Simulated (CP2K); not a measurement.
**One shape, several levels: singlet CH2GeN−**

We compute a comparison of 5 runs (B3LYP/6-31G*, PBE0/TZV2P-MOLOPT-PBE0-GTH, AM1, PM3, GFN2-xTB) of singlet CH2GeN−. 

The calculation is run with CP2K 2026.2.

2 further runs of the same task are left out: 1 that didn't finish, 1 set aside as unsound or not needed. Runs told in other sessions of the task aren't counted.

## Step 1: The structure to begin with

CH2GeN− has 5 atoms, charge -1, and is taken as a singlet. As SMILES of the parent species, `N#[C][GeH2]`. The coordinates come from a PBE0-D4/def2-TZVP relaxation. That shape belongs to the parent species and isn't relaxed for this state.

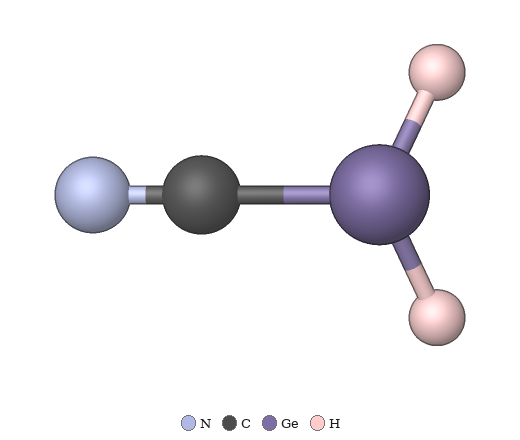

The structure, seen from a chosen angle (nitrogen light blue, carbon dark grey, germanium purple, hydrogen pink).

## Step 2: A single-point energy at B3LYP/6-31G(d) (spherical functions) (run 1)

Contents of job.inp:

```
&GLOBAL
    PROJECT_NAME job
    RUN_TYPE ENERGY
    PRINT_LEVEL MEDIUM
&END
&FORCE_EVAL
    METHOD QUICKSTEP
    &DFT
        BASIS_SET_FILE_NAME ./6_31gs.basis
        POTENTIAL_FILE_NAME POTENTIAL
        CHARGE -1
        ! Quickstep
        &QS
            METHOD GAPW
            EPS_DEFAULT 1.0E-10
        &END
        ! real-space grids
        &MGRID
            CUTOFF 280
            REL_CUTOFF 50
            NGRIDS 4
        &END
        &POISSON
            PERIODIC NONE
            POISSON_SOLVER WAVELET
        &END
        &SCF
            SCF_GUESS ATOMIC
            EPS_SCF 1.0E-07
            MAX_SCF 100
            ADDED_MOS 5
            &DIAGONALIZATION
                ALGORITHM STANDARD
            &END
            &MIXING
                METHOD DIRECT_P_MIXING
                ALPHA 0.4
            &END
        &END
        &XC
            &XC_FUNCTIONAL
                &HYB_GGA_XC_B3LYP
                &END
            &END
            ! exact exchange
            &HF
                FRACTION 0.2
                &SCREENING
                    EPS_SCHWARZ 1.0E-10
                &END
                &MEMORY
                    MAX_MEMORY 1050
                &END
            &END
        &END
        ! extra output
        &PRINT
            &MOMENTS
                PERIODIC F
                REFERENCE COM
                MAX_MOMENT 1
            &END
            &MO ON
                ENERGIES T
                OCCUPATION_NUMBERS T
                NDIGITS 6
                &EACH
                    QS_SCF 0
                &END
                ADD_LAST NUMERIC
            &END
            &LOWDIN ON
            &END
            &HIRSHFELD OFF
            &END
        &END
    &END
    ! atoms, cell and kinds
    &SUBSYS
        ! vacuum box
        &CELL
            ABC 13.2 13.2 13.2
            PERIODIC NONE
        &END
        &COORD
            N      8.224800     5.211150     7.616650
            C      7.472500     5.704550     6.893850
            Ge     6.318200     6.481850     5.583350
            H      4.975200     5.742450     5.627550
            H      6.229800     7.988850     5.854550
        &END
        &KIND N
            BASIS_SET 6-31Gs
            POTENTIAL ALL
            LEBEDEV_GRID 194
            RADIAL_GRID 100
        &END
        &KIND C
            BASIS_SET 6-31Gs
            POTENTIAL ALL
            LEBEDEV_GRID 194
            RADIAL_GRID 100
        &END
        &KIND Ge
            BASIS_SET 6-31Gs
            POTENTIAL ALL
            LEBEDEV_GRID 194
            RADIAL_GRID 100
        &END
        &KIND H
            BASIS_SET 6-31Gs
            POTENTIAL ALL
            LEBEDEV_GRID 194
            RADIAL_GRID 100
        &END
    &END
&END
```

Started as:

```sh
$ OMP_NUM_THREADS=1 cp2k.psmp job.inp > job.out
```

Log:

```text
CP2K| version string:                                       CP2K version 2026.2
[...]
 GLOBAL| Method name                                                        CP2K
[...]
 GLOBAL| Run type                                                         ENERGY
[...]
 DFT| Spin restricted Kohn-Sham (RKS) calculation                            RKS
 DFT| Multiplicity                                                             1
[...]
 DFT| Charge                                                                  -1
[...]
 FUNCTIONAL| HYB_GGA_XC_B3LYP:
[...]
 QS| Method:                                                                GAPW
[...]
 QS| Density cutoff [a.u.]:                                                140.0
[...]
 QS| Relative density cutoff [a.u.]:                                        25.0
[...]
                             - Atoms:                                          5
[...]
                             - Spherical basis functions:                     64
[...]
 Number of electrons:                                                         48
[...]
     1 P_Mix/Diag. 0.40E+00   10.4     1.29183642     -2197.7865889167 -2.20E+03
[...]
    16 DIIS/Diag.  0.27E-06    4.2     0.00000009     -2170.8173180485 -4.55E-13
  *** SCF run converged in    16 steps ***
[...]
  Overlap energy of the core charge distribution:               0.00004029561449
  Self energy of the core charge distribution:               -614.66858012525472
  Core Hamiltonian energy:                                  -1717.40639031509272
  Hartree energy:                                             152.45360874317504
  Exchange-correlation energy:                                -15.63645398709402
  Hartree-Fock Exchange energy:                               -17.99909058508703
[...]
                     Mulliken Population Analysis
 #  Atom  Element  Kind  Atomic population                           Net charge
       1     N        1          7.368298                             -0.368298
       2     C        2          5.869060                              0.130940
       3     Ge       3         32.725194                             -0.725194
       4     H        4          1.018523                             -0.018523
       5     H        4          1.018925                             -0.018925
 # Total charge                             48.000000                 -1.000000
[...]
  Dipole moment [Debye]
    X= -0.2043198E+01 Y=  0.1211045E+01 Z= -0.6928120E+00  Total=      2.4741218
 ENERGY| Total FORCE_EVAL ( QS ) energy [hartree]          -2170.817318048536890
[...]
```

Run time: 77 s. Hardware: 1 thread of AMD EPYC 7B13 (Zen 3), shared host; peak memory 1 GiB.

## Step 3: A single-point energy at PBE0/TZV2P-MOLOPT-PBE0-GTH (core potential) (run 2)

Contents of job.inp:

```
&global
    project_name job
    run_type ENERGY
    print_level MEDIUM
&end global

&force_eval
    method QS
    &dft
        basis_set_file_name BASIS_MOLOPT_UZH
        basis_set_file_name BASIS_ADMM_UZH
        potential_file_name POTENTIAL_UZH
        charge -1
        multiplicity 1
        &qs
            method GPW
            eps_default 1.0E-10
        &end qs
        &mgrid
            cutoff 400
            rel_cutoff 50
            ngrids 4
        &end mgrid
        &poisson
            periodic NONE
            poisson_solver WAVELET
        &end poisson
        &scf
            scf_guess ATOMIC
            eps_scf 1.0E-06
            max_scf 30
            &ot ON
                minimizer DIIS
                preconditioner FULL_SINGLE_INVERSE
            &end ot
            &outer_scf
                eps_scf 1.0E-06
                max_scf 8
            &end outer_scf
        &end scf
        &xc
            &xc_functional
                &pbe
                    scale_x 0.75
                    scale_c 1.0
                &end pbe
            &end xc_functional
            &hf
                fraction 0.25
                &screening
                    eps_schwarz 1.0E-09
                    screen_on_initial_p F
                &end screening
                &interaction_potential
                    potential_type COULOMB
                &end interaction_potential
                &memory
                    max_memory 1050
                &end memory
            &end hf
        &end xc
        &auxiliary_density_matrix_method
            admm_type ADMMS
            exch_correction_func PBEX
        &end auxiliary_density_matrix_method
        &print
            &moments
                periodic F
                reference COM
                max_moment 1
            &end moments
            &mo_cubes
                nlumo 3
                nhomo -1
                write_cube F
            &end mo_cubes
            &hirshfeld OFF
            &end hirshfeld
        &end print
    &end dft
    &subsys
        &cell
            abc [angstrom] 13.2 13.2 13.2
            periodic NONE
        &end cell
        &coord
            SCALED T
            N    0.62309091   0.39478409   0.57701894
            C    0.56609848   0.43216288   0.52226136
            Ge   0.47865152   0.49104924   0.42298106
            H    0.37690909   0.43503409   0.42632955
            H    0.47195455   0.60521591   0.44352652
        &end coord
        &kind N
            basis_set ORB TZV2P-MOLOPT-PBE0-GTH-q5
            basis_set AUX_FIT admm-tzp-q5
            potential GTH-PBE0-q5
        &end kind
        &kind C
            basis_set ORB TZV2P-MOLOPT-PBE0-GTH-q4
            basis_set AUX_FIT admm-tzp-q4
            potential GTH-PBE0-q4
        &end kind
        &kind Ge
            basis_set ORB TZV2P-MOLOPT-PBE0-GTH-q4
            basis_set AUX_FIT admm-tzp-q4
            potential GTH-PBE0-q4
        &end kind
        &kind H
            basis_set ORB TZV2P-MOLOPT-PBE0-GTH-q1
            basis_set AUX_FIT admm-tzp-q1
            potential GTH-PBE0-q1
        &end kind
    &end subsys
&end force_eval
```

Started as:

```sh
$ OMP_NUM_THREADS=1 cp2k.psmp job.inp > job.out
```

Log:

```text
CP2K| version string:                                       CP2K version 2026.2
[...]
 GLOBAL| Method name                                                        CP2K
[...]
 GLOBAL| Run type                                                         ENERGY
[...]
 DFT| Spin restricted Kohn-Sham (RKS) calculation                            RKS
 DFT| Multiplicity                                                             1
[...]
 DFT| Charge                                                                  -1
[...]
 FUNCTIONAL| PBE:
 QS| Method:                                                                 GPW
[...]
 QS| Density cutoff [a.u.]:                                                200.0
[...]
 QS| Relative density cutoff [a.u.]:                                        25.0
[...]
                             - Atoms:                                          5
[...]
                             - Spherical basis functions:                    115
[...]
 Number of electrons:                                                         16
[...]
     1 OT DIIS     0.80E-01   10.7     0.10855427       -19.1031022436 -1.91E+01
[...]
     5 OT DIIS     0.80E-01    7.8     0.00000086       -20.6819604098 -9.55E-10
  *** SCF run converged in     5 steps ***
[...]
  Overlap energy of the core charge distribution:               0.00000891541411
  Self energy of the core charge distribution:                -49.38402254763787
  Core Hamiltonian energy:                                     14.21897597491899
  Hartree energy:                                              20.66543133906427
  Exchange-correlation energy:                                 -4.77673691890356
  Hartree-Fock Exchange energy:                                -1.40561717265841
  Total energy:                                               -20.68196040980247
[...]
                     Mulliken Population Analysis
 #  Atom  Element  Kind  Atomic population                           Net charge
       1     N        1          5.299453                             -0.299453
       2     C        2          4.120238                             -0.120238
       3     Ge       3          4.486564                             -0.486564
       4     H        4          1.046872                             -0.046872
       5     H        4          1.046873                             -0.046873
 # Total charge                             16.000000                 -1.000000
[...]
  Dipole moment [Debye]
    X= -0.2177282E+01 Y=  0.1341391E+01 Z= -0.1236182E+01  Total=      2.8404287
[...]
 HOMO - LUMO gap [eV] :    5.124760
 ENERGY| Total FORCE_EVAL ( QS ) energy [hartree]            -20.681960409802475
[...]
```

Run time: 5 min. Hardware: 1 thread of AMD EPYC 7B13 (Zen 3), shared host; peak memory 1.8 GiB.

Run 3 isn't shown in full; the table further down has it.

## Step 4: The energy at PM3 (run 4)

Contents of molecule.xyz:

```xyz
5

N      1.590700    -1.029300     1.293200
C      0.838400    -0.535900     0.570400
Ge    -0.315900     0.241400    -0.740100
H     -1.658900    -0.498000    -0.695900
H     -0.404300     1.748400    -0.468900
```

Contents of calc.inp:

```
&GLOBAL
   PROJECT_NAME calc
   RUN_TYPE ENERGY
   PRINT_LEVEL MEDIUM
&END

&FORCE_EVAL
   METHOD QS
   &DFT
      CHARGE -1
      ! Quickstep
      &QS
         METHOD PM3
         EPS_DEFAULT 1.0E-10
         &SE
            &COULOMB
               CUTOFF [angstrom] 50
               RC_RANGE [angstrom] 0
            &END
            &EXCHANGE
               CUTOFF [angstrom] 50
               RC_RANGE [angstrom] 0
            &END
         &END
      &END
      ! no periodic images
      &POISSON
         PERIODIC NONE
         POISSON_SOLVER ANALYTIC
      &END
      ! self-consistent field
      &SCF
         SCF_GUESS ATOMIC
         EPS_SCF 1.0E-06
         MAX_SCF 50
         &OT
            MINIMIZER CG
            PRECONDITIONER FULL_SINGLE_INVERSE
         &END
         &OUTER_SCF
            EPS_SCF 1.0E-06
            MAX_SCF 5
         &END
      &END
      ! extra output
      &PRINT
         &MOMENTS
            PERIODIC F
            REFERENCE COM
            MAX_MOMENT 1
         &END
         &MO_CUBES
            NLUMO 1
            NHOMO -1
            WRITE_CUBE F
         &END
         &HIRSHFELD OFF
         &END
      &END
   &END
   ! atoms, cell and kinds
   &SUBSYS
      ! vacuum box
      &CELL
         ABC 13.2 12.8 12
         PERIODIC NONE
      &END
      &TOPOLOGY
         COORD_FILE_NAME molecule.xyz
         COORD_FILE_FORMAT XYZ
         &CENTER_COORDINATES
         &END
      &END
   &END
&END
```

Started as:

```sh
$ OMP_NUM_THREADS=1 cp2k.psmp -i calc.inp > calc.out 2>&1
```

Log:

```text
CP2K| version string:                                       CP2K version 2026.2
[...]
 GLOBAL| Method name                                                        CP2K
[...]
 GLOBAL| Run type                                                         ENERGY
[...]
                             - Atoms:                                          5
[...]
                             - Spherical basis functions:                     14
[...]
 Number of electrons:                                                         16
[...]
     1 OT CG       0.80E-01    0.0     0.37489455       -12.2012711202 -1.22E+01
[...]
    47 OT CG       0.10E+00    0.0     0.00000079       -14.7022210905 -5.66E-12
  *** SCF run converged in    47 steps ***
  Core-core repulsion energy [eV]:                            481.08221324043802
  Core Hamiltonian energy [eV]:                              -640.00205128489108
  Two-electron integral energy [eV]:                         -482.29588718581044
  Electronic energy [eV]:                                    -881.14999487779642
  Total energy [eV]:                                         -400.06778163735828
  Atomic reference energy [eV]:                               399.71636945922523
  Heat of formation [kcal/mol]:                                -8.10375798460884
[...]
 SE_DIPOLE| Moment [Debye]          1.32775955      -0.82758123       0.84812194
 SE_DIPOLE| Derivative [a.u.]       0.00000000       0.00000000       0.00000000
 *** WARNING in qs_scf_post_se.F:140 :: Printing of MO cube files not ***
 *** implemented for Semi-Empirical method.                           ***
 ENERGY| Total FORCE_EVAL ( QS ) energy [hartree]            -14.702221090492838
[...]
```

Wall time 1.6 s (1 thread of AMD EPYC 7B13 (Zen 3), shared host); peak memory 0.18 GiB.

## Step 5: A single-point energy at GFN2-xTB (run 5)

Contents of gas.inp:

```
&GLOBAL
    PROJECT_NAME gas
    RUN_TYPE ENERGY
    PRINT_LEVEL MEDIUM
&END GLOBAL
&FORCE_EVAL
    METHOD QUICKSTEP
    &DFT
        CHARGE -1
        ! Quickstep
        &QS
            METHOD XTB
            EPS_DEFAULT 1.0E-10
            &XTB
                GFN_TYPE TBLITE
                &TBLITE
                    METHOD GFN2
                &END TBLITE
                CHECK_ATOMIC_CHARGES F
            &END XTB
        &END QS
        &POISSON
            PERIODIC NONE
            POISSON_SOLVER ANALYTIC
        &END POISSON
        &SCF
            SCF_GUESS ATOMIC
            EPS_SCF 1.0E-07
            MAX_SCF 150
            ADDED_MOS 4
            &DIAGONALIZATION
                ALGORITHM STANDARD
            &END DIAGONALIZATION
            &MIXING
                METHOD DIRECT_P_MIXING
                ALPHA 0.4
            &END MIXING
        &END SCF
        ! extra output
        &PRINT
            &MOMENTS
                PERIODIC F
                REFERENCE COM
                MAX_MOMENT 1
            &END MOMENTS
            &MO ON
                ENERGIES T
                OCCUPATION_NUMBERS T
                NDIGITS 6
                &EACH
                    QS_SCF 0
                &END EACH
                ADD_LAST NUMERIC
            &END MO
            &HIRSHFELD OFF
            &END HIRSHFELD
        &END PRINT
    &END DFT
    &SUBSYS
        &CELL
            ABC 13.2 12.8 12
            PERIODIC NONE
        &END CELL
        &COORD
            N      1.590700    -1.029300     1.293200
            C      0.838400    -0.535900     0.570400
            Ge    -0.315900     0.241400    -0.740100
            H     -1.658900    -0.498000    -0.695900
            H     -0.404300     1.748400    -0.468900
        &END COORD
        &TOPOLOGY
            &CENTER_COORDINATES
            &END CENTER_COORDINATES
        &END TOPOLOGY
    &END SUBSYS
&END FORCE_EVAL
```

Started as:

```sh
$ OMP_NUM_THREADS=1 cp2k.psmp gas.inp > gas.out
```

Log:

```text
CP2K| version string:                                       CP2K version 2026.2
[...]
 GLOBAL| Method name                                                        CP2K
[...]
 GLOBAL| Run type                                                         ENERGY
[...]
                             - Atoms:                                          5
[...]
                             - Spherical basis functions:                     19
[...]
 Number of electrons:                                                         16
[...]
  *** SCF run converged in    15 steps ***
[...]
  Fermi energy:                                                -0.02756340167377
[...]
 TB_DIPOLE| Moment [Debye]         -0.65813864       0.62525675      -2.54669074
 TB_DIPOLE| Derivative [a.u.]       0.00000000       0.00000000       0.00000000
[...]
 ENERGY| Total FORCE_EVAL ( QS ) energy [hartree]             -8.118309127369752
[...]
```

Run time: 0.99 s. Hardware: 1 thread of AMD EPYC 7B13 (Zen 3), shared host; peak memory 0.19 GiB.

## Step 6: The series

| run | level | core potential | scheme | energy (Eh) | HOMO energy (eV) | LUMO energy (eV) | HOMO–LUMO gap (eV) | wall time |
| --- | --- | --- | --- | --- | --- | --- | --- | --- |
| 1 | B3LYP/6-31G* (spherical functions) | none | GAPW | -2170.817318 | 0.60 | 5.65 | 5.05 | 77 s |
| 2 | PBE0/TZV2P-MOLOPT-PBE0-GTH (core potential) | GTH-PBE0 | GPW | -20.681960 | 0.24 | 5.37 | 5.12 | 5 min |
| 3 | AM1 | – | – | -16.368814 | – | – | – | 1.5 s |
| 4 | PM3 | – | – | -14.702221 | – | – | – | 1.6 s |
| 5 | GFN2-xTB | – | – | -8.118309 | -2.43 | 0.15 | 2.58 | 0.99 s |

## Step 7: Results

```
                quantity         value
     run 5: total energy   -8.11831 Eh
      run 5: HOMO energy      -2.43 eV
      run 5: LUMO energy       0.15 eV
    run 5: HOMO–LUMO gap       2.58 eV
run 5: dispersion energy  -8.73 kJ/mol
```

In words: Over runs 1, 2, 5 the HOMO–LUMO gap runs from 2.58 eV (GFN2-xTB) to 5.12 eV (PBE0/TZV2P-MOLOPT-PBE0-GTH). The two ends differ in method and basis and Hamiltonian and core potential. The empty levels of an anion lie above zero and hang on the basis. Totals of different functionals can't be ranked against each other. Some runs of one species differ in core potentials or relativity; totals across that change don't compare. In runs 1, 2 the HOMO lies above zero, from self-interaction, a short basis or an electron that isn't bound. Force-field and semi-empirical energies have zeros of their own, so their totals don't compare. All runs together took 6.3 min, the longest 5 min.
